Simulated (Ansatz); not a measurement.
# B3LYP/6-31G(d) (Cartesian functions) run of HNO (nitroxyl)

Aim: the vertical electron affinity of HNO (nitroxyl) at B3LYP/6-31G* (Cartesian functions), from 2 runs. 

Program for the calculation: Ansatz 0.2.0.

60 further runs of the same task are left out: 60 set aside as unsound or not needed.

## (1) The structure to begin with

HNO: 3 atoms, total charge 0, spin state singlet. As SMILES, `N=O`. The coordinates come from a PBE0-D4/def2-TZVP relaxation.

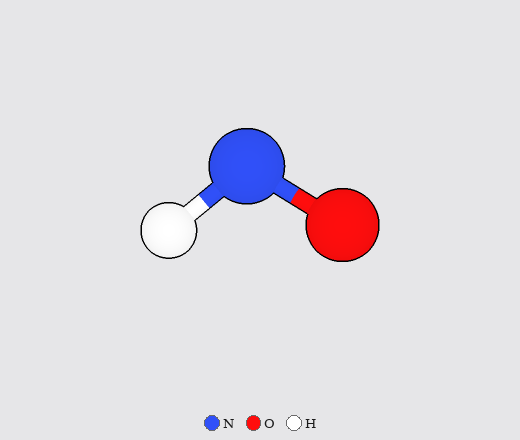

The structure, seen from a chosen angle (nitrogen blue, oxygen red, hydrogen white).

## (2) A single-point energy at B3LYP/6-31G(d) (Cartesian functions)

in.yaml reads:

```yaml
crystal:
  periodic: [false, false, false]
  atoms:
    - {symbol: N, position_ang: [-0.283700, 0.312790, -0.117160]}
    - {symbol: O, position_ang: [0.755300, 0.397200, 0.456500]}
    - {symbol: H, position_ang: [-0.471600, -0.709980, -0.339350]}
basis:
  gaussian:
    orbitals: "6-31G*"
hamiltonian:
  xc: {name: B3LYP}
accuracy: high
output: {orbitals: {seedname: orbitals}}
```

Launch:

```console
$ ansatz run in.yaml --threads 1 --pin off --max-ram 3480MiB --events-out events.jsonl --progress --plain --runs-dir runs
```

Log:

```text
Warning: RAYON_NUM_THREADS=1 ignored (pool sized by the plan → 1); use --threads N
Functional definition: B3LYP
  name "B3LYP"
  parameter a0 = 0.2
  parameter ax = 0.72
  parameter ac = 0.81
  exchange = (1 - a0 - ax)*slater_x + ax*b88_x + a0*exact_x
  correlation = (1 - ac)*vwn_rpa_c + ac*lyp_c
585 factors; integrals over basis functions are off by at most 2.5e-9 eV
mean field evaluation 1: about -3549.0568 eV, gradient 2.5e1 eV
mean field evaluation 2: about -3547.9354 eV, gradient 3.5e1 eV
mean field evaluation 4: about -3550.2047 eV, gradient 1.4e0 eV
mean field evaluation 8: about -3550.2042 eV, gradient 3.8e-3 eV
mean field evaluation 16: about -3550.2042 eV, gradient 3.4e-8 eV
mean field -3550.20422302 eV, -130.4675987810 hartree, gradient 3.4e-8 eV, S^2 0.000000; 0 other end points of the search recorded, 0 dependent functions left out
reference -3550.20424096 eV, -130.4675994404 hartree; 8, 8 occupied and 24, 24 virtual orbitals, 585 factors
Total energy: -3550.20424096 eV, -130.4675994404 hartree
```

It took 0.75 s on 1 thread of Arm Neoverse V2, shared host.

## (3) The doublet anion, same level

input.yaml reads:

```yaml
crystal:
  periodic: [false, false, false]
  atoms:
    - {symbol: N, position_ang: [-0.283700, 0.312790, -0.117160]}
    - {symbol: O, position_ang: [0.755300, 0.397200, 0.456500]}
    - {symbol: H, position_ang: [-0.471600, -0.709980, -0.339350]}
basis:
  gaussian:
    orbitals: "6-31G*"
total_charge: -1
magnetization:
  spin_polarized: true
  initial_magnetization: 1
hamiltonian:
  xc: {name: B3LYP}
accuracy: high
output: {orbitals: {seedname: orbitals}}
```

Launch:

```console
$ ansatz run input.yaml --threads 1 --pin off --max-ram 3480MiB --events-out events.jsonl --progress --plain --runs-dir runs
```

Log, shortened:

```text
Warning: RAYON_NUM_THREADS=1 ignored (pool sized by the plan → 1); use --threads N
[... 7 set-up lines as earlier in the session ...]
585 factors; integrals over basis functions are off by at most 2.5e-9 eV
mean field evaluation 1: about -3548.5148 eV, gradient 1.4e1 eV
mean field evaluation 2: about -3548.2801 eV, gradient 1.7e1 eV
mean field evaluation 4: about -3549.2033 eV, gradient 1.1e0 eV
mean field evaluation 8: about -3549.2467 eV, gradient 1.5e-2 eV
mean field evaluation 16: about -3549.2467 eV, gradient 1.7e-5 eV
mean field -3549.24671569 eV, -130.4324110357 hartree, gradient 7.4e-8 eV, S^2 0.752989; 0 other end points of the search recorded, 0 dependent functions left out
reference -3549.24673423 eV, -130.4324117171 hartree; 9, 8 occupied and 23, 24 virtual orbitals, 585 factors
Total energy: -3549.24673423 eV, -130.4324117171 hartree
```

Wall time 1.8 s (1 thread of Arm Neoverse V2, shared host); peak memory 0.1 GiB.

## (4) Results

At B3LYP/6-31G* (Cartesian functions):

```
                                         quantity          value
                        singlet HNO: total energy  -130.46760 Eh
                         singlet HNO: HOMO energy       -6.51 eV
                         singlet HNO: LUMO energy       -2.72 eV
                       singlet HNO: HOMO–LUMO gap        3.79 eV
                      doublet anion: total energy  -130.43241 Eh
doublet anion: HOMO energy (highest over α and β)        4.62 eV
 doublet anion: LUMO energy (lowest over α and β)        8.83 eV
                              doublet anion: ⟨S²⟩          0.753
vertical electron affinity (to the doublet anion)      -0.958 eV
```

The anion lies 0.96 eV (92.4 kJ/mol) above the neutral: the electron isn't bound at this level, and such a value depends on the basis. Without diffuse functions anions come out too high. The HOMO (doublet anion) lies at positive energy, 4.62 eV; only total energies tell whether the electron is bound.
